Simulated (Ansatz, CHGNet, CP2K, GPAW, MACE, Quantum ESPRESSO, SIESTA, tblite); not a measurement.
# Random packing of 91Li3PO4-9P3N5 (mol %) (88 atoms) in GPAW

Aim: run random packing of 91Li3PO4-9P3N5 (mol %) (88 atoms) in GPAW and see how near its forces come to a plane-wave reference, and at what cost.

Main program and level: GPAW 26.7.0; the method is named at each step.

### Step 1. Set-up

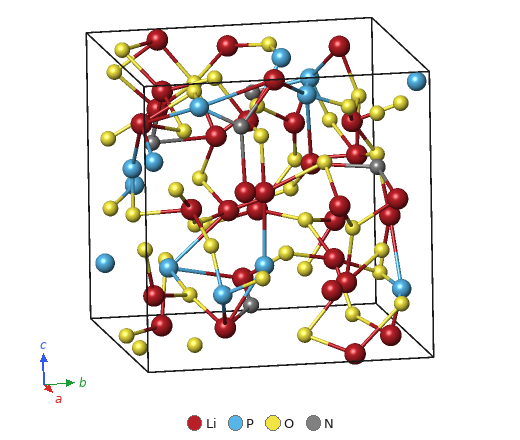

The starting structure, seen slightly off an axis (lithium red, phosphorus blue, oxygen yellow, nitrogen grey). Bonds to atoms that aren't drawn are left out. Some periodic images of atoms are drawn too.

The cell holds 88 atoms: 30 Li, 13 P, 40 O and 5 N. Cell: a = 9.863 Å, b = 9.863 Å, c = 9.863 Å, α = 90.0°, β = 90.0°, γ = 90.0°. 88 atoms (30 Li, 13 P, 40 O, 5 N) packed at random in a cube at 2.29 g/cm³ and pushed apart as soft spheres, cations and anions kept from their own kind; a start for melting by ab initio MD, not an equilibrated structure. Then every atom was moved at random, 0.05 Å r.m.s. a Cartesian component.

The yardstick, on the same geometry:

| Quantity | Value |
| --- | --- |
| method | Kohn-Sham DFT, PBE, SSSP efficiency 1.3.0 pseudopotentials, plane waves (Quantum ESPRESSO 7.5); sssp-pbe-1.3.0-efficiency, cutoffs 60/480 Ry, Γ point |
| r.m.s. force component | 1.457 eV/Å |
| longest force | 5.384 eV/Å |
| pressure | -3.559 GPa |
| time | 8.3 min on 4 MPI ranks of Arm Neoverse V2, shared host |
| CPU time | 33 min |

### Step 2. PBE, LCAO dzp, h 0.18 Å

Method: Kohn-Sham DFT, PBE, PAW, atomic orbitals (dzp).

File run.py:

```python
import numpy as np
from ase.io import read
from gpaw import GPAW, FermiDirac

atoms = read("structure.xyz")
atoms.calc = GPAW(
    mode="lcao",
    basis="dzp",
    h=0.18,
    xc="PBE",
    kpts={"size": (1, 1, 1), "gamma": True},
    occupations=FermiDirac(0.05),
    maxiter=200,
    symmetry={"point_group": False},
    txt="gpaw.txt",
)
energy = atoms.get_potential_energy(force_consistent=True)
forces = atoms.get_forces()
print(f"energy {energy:.6f} eV")
print("forces (eV/A)")
for i, (a, f) in enumerate(zip(atoms, forces)):
    print(f"{i:4d} {a.symbol:2s} {f[0]:10.5f} {f[1]:10.5f} {f[2]:10.5f}")
print(f"Fermi level {atoms.calc.get_fermi_level():.4f} eV")
for k in range(len(atoms.calc.get_ibz_k_points())):
    for s in range(atoms.calc.get_number_of_spins()):
        e = atoms.calc.get_eigenvalues(kpt=k, spin=s)
        n = np.searchsorted(e, atoms.calc.get_fermi_level())
        print(f"k {k} spin {s} levels about the Fermi level:", np.round(e[max(n - 6, 0):n], 4).tolist(), "|", np.round(e[n:n + 6], 4).tolist())
```

File structure.xyz:

```xyz
88
Lattice="9.86300 0.00000 0.00000 0.00000 9.86300 0.00000 0.00000 0.00000 9.86300" Properties=species:S:1:pos:R:3 pbc="T T T"
Li 9.43317 6.78594 5.29781
Li 7.09958 8.94564 0.28267
Li 5.98674 6.51283 6.12502
Li 4.46350 8.24211 7.20522
Li 4.07608 7.62361 2.42561
Li 9.53387 3.51261 5.96435
Li 2.41466 6.65023 6.85094
Li 3.11276 3.80623 6.67459
Li 6.41845 2.26030 4.85230
Li 4.02943 1.79132 8.50200
Li 8.75913 4.72033 9.63822
Li 5.11890 4.51992 7.54312
Li 9.54216 6.45819 2.42156
Li 8.87848 7.34823 0.06155
Li 3.41447 4.59705 1.78698
Li 1.41159 4.58600 9.43169
Li 2.35085 8.26450 9.39766
Li 8.38937 8.99289 5.23390
Li 7.19180 0.76852 2.09658
Li 1.30369 2.15053 7.35957
Li 1.50440 5.51539 3.74370
Li 1.31927 8.21982 3.20311
Li 7.19289 0.42302 8.04959
Li 6.95253 3.26278 0.81537
Li 1.95347 2.06216 0.00996
Li 7.33344 4.60267 5.48955
Li 7.30503 7.39577 2.22884
Li 3.68847 4.08535 4.20637
Li 3.88987 9.61317 3.78216
Li 1.94242 8.88923 5.54419
P 0.66171 1.45312 4.64794
P 9.56760 0.35112 7.18312
P 7.30493 4.57752 2.95900
P 9.12840 2.04371 8.90639
P 5.04206 9.75096 1.46022
P 5.63789 0.39265 6.21172
P 6.82677 6.22296 8.68151
P 0.80433 0.36769 2.04085
P 8.95866 2.79537 2.35233
P 4.46735 5.82913 9.53229
P 3.79252 1.96708 2.35745
P 9.79741 9.43287 9.53249
P 0.45616 7.59875 7.98390
O 8.71652 8.26539 8.29054
O 5.83239 2.16158 7.45071
O 5.76877 0.53684 0.04419
O 3.36476 5.19376 7.69876
O 1.50352 7.12552 1.62365
O 7.25256 4.54112 7.42812
O 0.28701 8.30405 6.47131
O 2.66153 5.77567 9.65972
O 5.56046 0.41878 4.60977
O 8.37359 2.54100 3.94727
O 7.93735 0.33514 3.84746
O 1.49819 2.32402 2.18682
O 3.29651 0.57413 9.85432
[... 28 atom lines left out ...]
N 3.38567 1.53685 6.62419
N 0.16244 5.66906 7.52991
N 6.56126 8.68102 6.00972
N 5.39378 4.47494 1.23692
```

Started as:

```sh
OMP_NUM_THREADS=1 python run.py > output.txt
```

The log of the run:

```text
energy -382.254855 eV
forces (eV/A)
   0 Li   -1.34904   -0.01801    0.63052
   1 Li   -0.64093   -0.39070   -0.59618
   2 Li    0.64051    1.30213   -0.76021
   3 Li   -0.03283   -0.23979    0.89799
   4 Li    0.64546   -0.50639   -0.70506
   5 Li    0.29329    0.20574    0.20920
   6 Li    0.61096   -0.69739   -0.17566
   7 Li   -1.17893   -1.06365   -0.63153
   8 Li    1.40120   -0.71039   -0.01166
   9 Li    0.63205   -0.18600    0.55076
  10 Li    0.05234   -0.35491   -0.94746
  11 Li    0.95810   -1.12432   -0.17548
  12 Li    0.15837   -0.03767   -0.29971
  13 Li    0.19489   -0.90845    1.12785
  14 Li    0.05311    0.57557   -0.42976
  15 Li   -0.18662   -0.53090   -1.35953
  16 Li    0.89874    0.30663    1.38534
  17 Li   -0.45794    0.05905   -0.09358
  18 Li    0.34758   -0.08263    0.94348
  19 Li    1.24322    0.46360   -0.03359
  20 Li    0.25646   -0.56347    0.81922
  21 Li    0.49310   -0.43173    0.14902
  22 Li   -0.87051    0.59454    0.15013
  23 Li   -1.17077   -0.24074   -0.80318
[...]
80 O    -1.01308   -0.29630    0.08825
  81 O     0.91523    0.47520   -2.85119
  82 O     0.57340   -1.53586   -1.12782
  83 N     2.92604    0.48406   -1.21381
  84 N     0.76727   -1.04698   -1.07744
  85 N     0.32200    3.50501    2.07951
  86 N    -1.45488    1.34234    0.82581
  87 N    -1.22923    1.00745   -0.15913
Fermi level 3.1588 eV
k 0 spin 0 levels about the Fermi level: [2.9643, 3.0104, 3.0302, 3.083, 3.1011, 3.1398] | [3.1913, 3.2111, 3.2263, 3.279, 3.3068, 3.3603]
```

gpaw.txt:

```text
Input parameters:
  mode=LCAO(),
  basis={'default': 'dzp'},
  h=0.18,
  kpts=MonkhorstPack(size=(1, 1, 1), gamma=True),
  maxiter=200,
  occupations=Occupations(name='fermi-dirac', width=0.05, fixmagmom=False),
  symmetry=Symmetry(point_group=False),
  xc=XC(name='PBE')
Unit cell  # Å
| periodic |        x |        y |        z |  lengths |    angles |
|----------|----------|----------|----------|----------|-----------|
|      yes | 9.863000 | 0.000000 | 0.000000 | 9.863000 | 90.000000 |
|      yes | 0.000000 | 9.863000 | 0.000000 | 9.863000 | 90.000000 |
|      yes | 0.000000 | 0.000000 | 9.863000 | 9.863000 | 90.000000 |
Number of symmetries: 1
Symmetry operations  # r_c * U_cc + t_c -> r_c
|   | kind |            matrix            |
|---|------|------------------------------|
| 0 |  E   |  1, 0, 0,  0, 1, 0,  0, 0, 1 |
BZ-sampling:
  Number of BZ points: 1
  Number of IBZ points: 1
  Monkhorst-Pack size: [1, 1, 1]
  Monkhorst-Pack shift: [0, 0, 0]
[... lines left out ...]
  Fermi-Dirac:
[... lines left out ...]
    Stencil: 6*3+1=19 point O(h^6) finite-difference Laplacian
xc functional:
  name: PBE with 2 nearest neighbor stencil
interpolation: tri-quintic # 5. degree polynomial
Initialization done in: 8.823 s
convergence criteria:
- Maximum [total energy] change in last 3 cyles: 0.0005 eV / valence electron
- Maximum integral of absolute [dens]ity change: 0.0001 electrons / valence electron
- Maximum integral of absolute [eigenst]ate change: 4e-08 eV^2 / valence electron
maximum number of iterations: 200
SCF iterations
|iter     |      energy | eigst |  dens |
|---------|-------------|-------|-------|
|iter:   1| -447.156181 |      c|       |
|iter:   2| -414.731611 |      c| -0.74 |
|iter:   3| -401.042023 |      c| -0.86 |
|iter:   4| -389.040296 |      c| -0.97 |
[...]
|iter:  12| -382.126876 |      c| -1.70 |
|iter:  13| -382.116559 |      c| -1.94 |
|iter:  14| -382.056562c|      c| -2.03 |
|iter:  15| -382.049445c|      c| -2.20 |
|iter:  16| -382.043458c|      c| -2.31 |
[...]
|iter:  33| -382.017702c|      c| -3.86 |
|iter:  34| -382.017573c|      c| -3.93 |
|iter:  35| -382.017694c|      c| -4.01c|
Converged in 35 steps
SCF loop duration: 442.600 s (12.646 s/step)
Energy contributions relative to reference atoms: (reference = -216064.211737)
Energy contributions:
  Kinetic:         321.035755
  Coulomb:        -296.892767
  Zero:              7.332794
  External:          0.000000
  Xc:             -413.256315
  Entropy:          -0.474322
  Spinorbit:         0.000000
  ----------------------------
  Free energy:    -382.254855
  Extrapolated:   -382.017694
dipole moment: (48.637300, -19.761443, 46.647839)  # |e|*Ang
Fermi level: 3.159
Eigenvalues  # (at kpt = [0.000, 0.000, 0.000])
| band index |      eig [eV] | occ [0-2] |
|------------|---------------|-----------|
|          0 |       -18.577 |     2.000 |
|        ... |               |           |
|        172 |         2.882 |     1.992 |
|        173 |         2.896 |     1.990 |
[...]
|        187 |         3.419 |     0.011 |
|        ... |               |           |
|        219 |         7.643 |     0.000 |
Gap: 0.052 eV
Transition (v -> c):
  (s=0, k=0, n=179, [0.00, 0.00, 0.00]) -> (s=0, k=0, n=180, [0.00, 0.00, 0.00])
No difference between direct/indirect transitions
Force computation time: 30.942  # s
timing:  # [seconds]
  Total:  482.404  # ━━━━━━━━━━━━━━━━━━━━━━━━━━━━━━━━━━━━━━━━━━━━━━━━━━━━━━━━
  Init:     8.822  # ━
  SCF:    442.600  # ━━━━━━━━━━━━━━━━━━━━━━━━━━━━━━━━━━━━━━━━━━━━━━━━━━━╸
  Forces:  30.942  # ━━━╸
```

Run time: 8.1 min. Hardware: 1 thread of Arm Neoverse V2, shared host; peak memory 1.5 GiB.

Banners, paths, timers and routine set-up lines are dropped from the logs unmarked, and long logs keep their key lines alone; longer cuts are marked.

Compared with the plane-wave run:

```
r.m.s. force component                  : 1.353 eV/Å
r.m.s. difference of force components   : 299.3 meV/Å
longest difference of force vectors     : 1154 meV/Å
force difference over r.m.s. force      : 20.54 %
slope of forces against the reference's : 0.9104
correlation of force components         : 0.98
```

Length of the force difference by element (eV/Å):

| element | atoms | mean | most |
| --- | --- | --- | --- |
| Li | 30 | 0.22 | 0.45 |
| N | 5 | 0.38 | 0.89 |
| O | 40 | 0.47 | 1.2 |
| P | 13 | 0.70 | 1.1 |

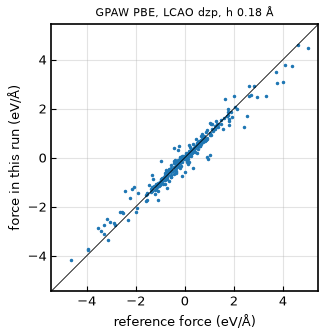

Force components against those of the reference; the line marks equality.

A closer look about N85, one of the 5 N atoms: 12 atoms, nearest first, numbered in the order of the input, with positions taken from that point.

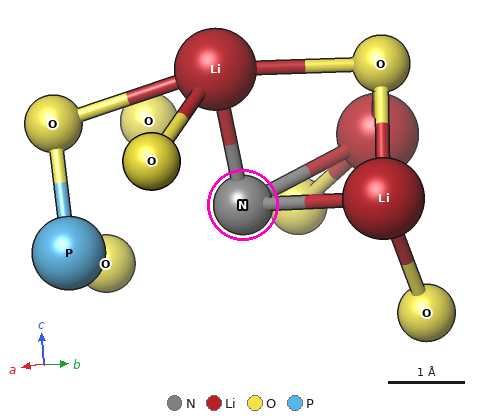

The atoms of the table, within 2.9 Å (arrows a, b, c point along x, y, z); some may hide others; the central atom is ringed.

| atom | x | y | z | distance (Å) | Fx | Fy | Fz (eV/Å) |
| --- | --- | --- | --- | --- | --- | --- | --- |
| N85 | 0.00 | 0.00 | 0.00 | 0.00 | 0.77 | -1.05 | -1.08 |
| Li10 | 0.64 | 0.25 | 1.88 | 2.00 | 0.63 | -0.19 | 0.55 |
| Li8 | -0.27 | 2.27 | 0.05 | 2.29 | -1.18 | -1.06 | -0.63 |
| Li20 | -2.08 | 0.61 | 0.74 | 2.29 | 1.24 | 0.46 | -0.03 |
| O68 | 0.38 | -2.17 | -0.74 | 2.33 | 0.19 | 1.98 | -0.40 |
| O65 | -2.26 | -1.06 | -0.23 | 2.51 | -1.28 | 4.61 | -1.74 |
| P36 | 2.25 | -1.14 | -0.41 | 2.56 | -1.27 | -2.61 | 2.51 |
| O45 | 2.45 | 0.62 | 0.83 | 2.66 | -0.71 | -0.23 | -2.74 |
| O73 | -1.04 | 1.70 | 1.78 | 2.67 | -0.10 | -0.81 | 0.40 |
| O82 | 1.85 | -1.62 | 1.28 | 2.77 | 0.92 | 0.48 | -2.85 |
| O75 | -1.37 | 1.90 | -1.59 | 2.83 | -1.17 | -1.02 | 0.55 |
| O67 | -1.02 | -2.50 | 1.02 | 2.89 | 0.84 | -3.10 | -0.12 |

Atoms are counted from 1 here, from 0 in the log.

Forces lie 21 % from the reference's, at 0.24 times its CPU time (on 1 against 4 cores).

### Step 3. PBE, LCAO sz(dzp), h 0.18 Å

Method: Kohn-Sham DFT, PBE, PAW, atomic orbitals (sz(dzp)).

run.py: that of step 2 with these lines changed.

```diff
@@ -7,3 +7,3 @@
     mode="lcao",
-    basis="dzp",
+    basis="sz(dzp)",
     h=0.18,
```

structure.xyz is that of step 2.

The log of the run:

```text
energy -285.750391 eV
forces (eV/A)
   0 Li   -1.27597   -0.24971    1.06719
   1 Li   -0.55666   -0.44515   -1.22015
   2 Li    0.97617    1.93452   -1.00692
   3 Li    0.20664   -0.18032    1.30212
   4 Li    0.71415   -0.88384   -0.81349
   5 Li    0.25401    0.26743    0.17686
   6 Li    0.35056   -1.00003   -0.15275
   7 Li   -1.36006   -1.34079   -0.52723
   8 Li    1.70400   -0.80773   -0.36035
   9 Li    1.09982   -0.56773    0.59054
  10 Li   -0.03644   -0.60703   -1.23460
  11 Li    1.28380   -1.31953    0.07401
  12 Li   -0.14206   -0.59931   -0.30008
  13 Li    0.29836   -1.01341    1.01205
  14 Li   -0.01314    0.42312   -0.56223
  15 Li   -0.21456   -0.17939   -1.57560
  16 Li    0.99258    0.47435    2.00032
  17 Li   -0.72666    0.32276    0.23645
  18 Li    0.56527    0.38800    1.31944
  19 Li    1.32549    0.34141   -0.41722
  20 Li    0.31625   -1.07218    0.76012
  21 Li    0.53420    0.25874   -0.02305
  22 Li   -0.83411    0.51260    0.21507
  23 Li   -1.64426   -0.09176   -0.98175
[...]
80 O    -0.99909   -0.35741   -0.05331
  81 O     0.01215   -0.56478    1.20824
  82 O     0.56534   -1.40361   -1.48417
  83 N     3.55947    5.90215   -3.75302
  84 N     0.66091   -0.59279   -1.00345
  85 N    -0.03428    1.02080    1.12385
  86 N     0.50248   -2.16454    0.51199
  87 N    -0.73672    0.05643    0.26484
Fermi level 5.0663 eV
k 0 spin 0 levels about the Fermi level: [4.8562, 4.9099, 4.959, 4.989, 5.0206, 5.0337] | [5.0951, 5.1149, 5.1397, 5.1918, 5.2186, 5.2596]
```

gpaw.txt:

```text
Input parameters:
  mode=LCAO(),
  basis={'default': 'sz(dzp)'},
  h=0.18,
  kpts=MonkhorstPack(size=(1, 1, 1), gamma=True),
  maxiter=200,
  occupations=Occupations(name='fermi-dirac', width=0.05, fixmagmom=False),
  symmetry=Symmetry(point_group=False),
  xc=XC(name='PBE')
Unit cell  # Å
| periodic |        x |        y |        z |  lengths |    angles |
[... lines left out ...]
  Fermi-Dirac:
[... lines left out ...]
convergence criteria:
- Maximum [total energy] change in last 3 cyles: 0.0005 eV / valence electron
[... lines left out ...]
Converged in 37 steps
[... lines left out ...]
  Free energy:    -285.750391
  Extrapolated:   -285.510965
dipole moment: (48.194124, -17.717319, 46.416221)  # |e|*Ang
Fermi level: 5.066
Eigenvalues  # (at kpt = [0.000, 0.000, 0.000])
| band index |      eig [eV] | occ [0-2] |
|------------|---------------|-----------|
|          0 |       -17.785 |     2.000 |
|        ... |               |           |
|        172 |         4.776 |     1.994 |
|        173 |         4.843 |     1.977 |
[...]
|        187 |         5.360 |     0.006 |
|        ... |               |           |
|        219 |         9.562 |     0.000 |
Gap: 0.061 eV
Transition (v -> c):
  (s=0, k=0, n=179, [0.00, 0.00, 0.00]) -> (s=0, k=0, n=180, [0.00, 0.00, 0.00])
No difference between direct/indirect transitions
Force computation time: 5.634  # s
timing:  # [seconds]
  Total:  118.857  # ━━━━━━━━━━━━━━━━━━━━━━━━━━━━━━━━━━━━━━━━━━━━━━━━━━━━━━━━
  Init:     6.748  # ━━━
  SCF:    106.436  # ━━━━━━━━━━━━━━━━━━━━━━━━━━━━━━━━━━━━━━━━━━━━━━━━━━
  Forces:   5.634  # ━━╸
```

Elapsed: 2 min, on 1 thread; peak memory 1.1 GiB.

Compared with the plane-wave run:

| Quantity | Value |
| --- | --- |
| r.m.s. force component | 1.649 eV/Å |
| r.m.s. difference of force components | 1902 meV/Å |
| longest difference of force vectors | 7814 meV/Å |
| force difference over r.m.s. force | 130.6 % |
| slope of forces against the reference's | 0.2884 |
| correlation of force components | 0.2547 |

This is a coarse setting, run to see what it loses.

Against the first run (21 %), the force difference from the reference is 131 %, at 0.25 times the CPU time, with 262 basis functions against 904: the smaller basis costs accuracy.

### Step 4. The ladder

Differences are against the plane-wave reference, forces as r.m.s. over components; share is that over the reference's r.m.s. force, slope the least-squares factor from reference forces to these. Total energies of different programs have different zeros and aren't compared.

| run | Δ force, r.m.s. (meV/Å) | share (%) | slope | cores | CPU time | memory (GiB) |
| --- | --- | --- | --- | --- | --- | --- |
| reference | - | - | - | 4 | 33 min | 2.7 |
| GPAW PBE, LCAO dzp, h 0.18 Å | 299 | 20.5 | 0.910 | 1 | 8.1 min | 1.5 |
| GPAW PBE, LCAO sz(dzp), h 0.18 Å (coarse) | 1902 | 131 | 0.288 | 1 | 2 min | 1.1 |

Rows marked coarse were listed beforehand as settings not expected to be converged; some can still land near the reference.

CPU time is summed over cores on a shared host, where runs went side by side, so it is rough. Symmetry, cutoffs, thresholds, outputs and thread counts weren't matched or tuned between programs; memory under MPI is the largest rank's times the ranks.

A second geometry, displaced anew (every atom was moved at random, 0.06 Å r.m.s. a Cartesian component), gives an energy difference that all programs can be tested on. The reference puts it at -13.85 meV/atom.

| run | energy less the first geometry's (meV/atom) | error (meV/atom) | force share at the second geometry (%) |
| --- | --- | --- | --- |
| GPAW PBE, LCAO dzp, h 0.18 Å | -9.154 | 4.69 | 21.0 |
| GPAW PBE, LCAO sz(dzp), h 0.18 Å | -2.848 | 11.0 | 130 |

### Step 5. What came out

```
nearest in forces : GPAW PBE, LCAO dzp, h 0.18 Å, 21 %
its CPU time      : 8.1 min
```

**Reading.** The PBE run in local orbitals, coarse settings apart, differs by 21 % (GPAW PBE, LCAO dzp, h 0.18 Å); basis, grid and potentials can all enter. Runs with settings chosen to be coarse differ by 131 % (GPAW PBE, LCAO sz(dzp), h 0.18 Å), their programs' other errors included. Of the electronic-structure runs that take under half the reference's CPU time, GPAW PBE, LCAO dzp, h 0.18 Å comes nearest, at 21 % in 8.1 min against 33 min. The energy difference between the two geometries, -13.8 meV/atom in the reference, is met best by GPAW PBE, LCAO dzp, h 0.18 Å (+4.69) and worst by GPAW PBE, LCAO sz(dzp), h 0.18 Å (coarse) (+11). The potentials hold different valence shells: 420 electrons in the reference, 360 in GPAW; this bears on time and differences. The reference's pressure of -3.6 GPa belongs to a cell and atoms that aren't relaxed at this level. The electronic-structure runs sample only Γ, in a cell whose shortest periodic width is 10 Å, which is coarse for a cell with partly filled levels.

[Also dropped from logs without a mark: logging warnings of Python, and SIESTA's first energy breakdown and zero terms.]

[Logs are printed without paths, hosts, clocks, repeated set-up lines and the standing remarks that a program may print on its own settings, such as how far it seeks lower states.]

[Hosts, paths, dates, database ids (printed as entryN), source tags and the programs' standing remarks are cut or masked in the printed files.]
